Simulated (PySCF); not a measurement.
# BHOSb (charge −1, triplet): what the fields show

```json
{"atom": "B", "x (Å)": "0.3826", "y (Å)": "0.0717", "z (Å)": "-1.3981"}
{"atom": "O", "x (Å)": "0.5169", "y (Å)": "-0.5071", "z (Å)": "-2.5145"}
{"atom": "Sb", "x (Å)": "1.9654", "y (Å)": "1.8907", "z (Å)": "-0.9248"}
{"atom": "H", "x (Å)": "-0.4169", "y (Å)": "-0.1138", "z (Å)": "-0.4782"}
```

Geometry: B3LYP-D3(BJ)/def2-SVPD; core potentials replace the inner electrons of Sb.

Theory: Gaussian-basis quantum chemistry of an isolated molecule with PySCF, energy and nuclear gradient, functional PBE0 in PySCF 2.14.0.

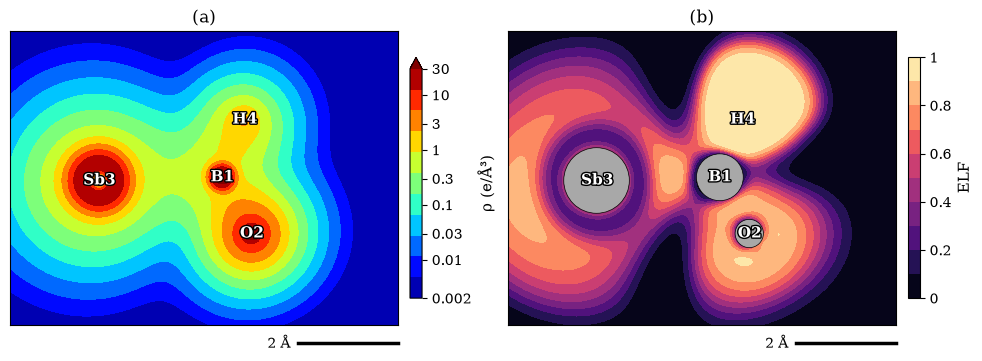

Figure 1. (a) electron density; (b) electron localisation function on the molecular plane. Grey discs cover the atomic cores in the ELF map.

Describe what can be read from this map.

- The plane passes through B, O, Sb and H nuclei.
- B–O (1.26 Å): ρ is about 2.7 e/Å³ halfway; the ELF peaks at about 0.85 between the atoms, as expected for a short, strongly polar bond.
- B–Sb (2.46 Å): ρ at the midpoint is about 0.49 e/Å³; the ELF peaks at about 0.90 between the atoms (a shared electron pair).
- B–H (1.23 Å): the density is about 1.1 e/Å³ at the midpoint; the ELF climbs to about 1 towards the hydrogen, as it does in any bond to H; an ordinary covalent bond to hydrogen.
- The ELF also peaks beside O2 and Sb3, away from the bonds: non-bonding electrons, paired or unpaired.

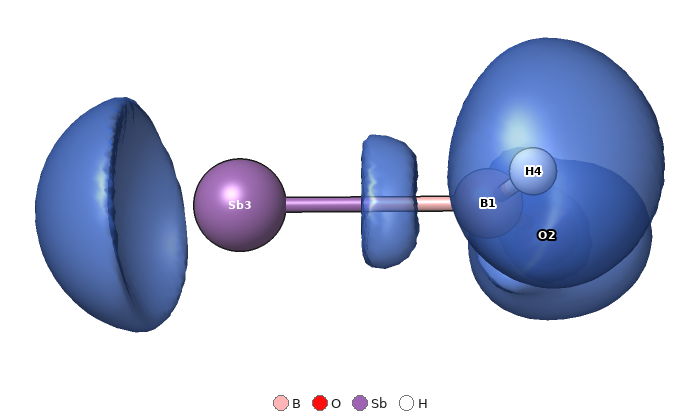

Figure 2. Isosurface of the ELF at 0.75 (blue), seen from one side. Core shells and regions of very low density are left out.

Where are the electrons localised?

The ELF exceeds this value in one region between bonded B–Sb atoms (shared pairs), one region around a hydrogen nucleus, one region on O in which the atom's valence shell and bonds are merged and one lobe on Sb, pointing away from the bonds (non-bonding electrons).

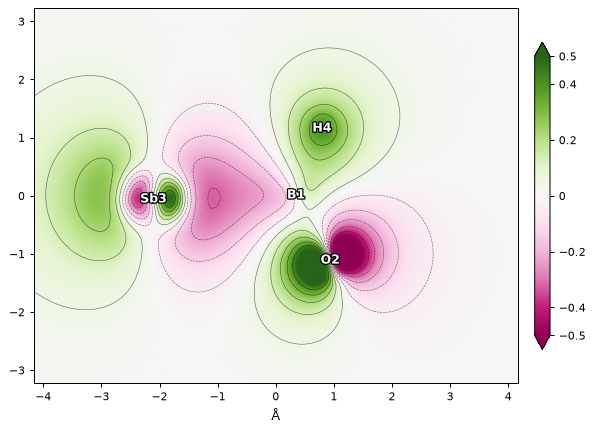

Figure 3. The HOMO (α) on the molecular plane (values in Å⁻³ᐟ²; the overall sign is arbitrary).

Describe this orbital and give its energy.

Its weight (Hirshfeld) is mainly on Sb3 (about 50 %), O2 (about 30 %), B1 (about 10 %) and H4 (about 10 %); it is symmetric in the molecular plane (an in-plane orbital: σ, lone-pair or in-plane π type). Its energy is −0.72 eV.
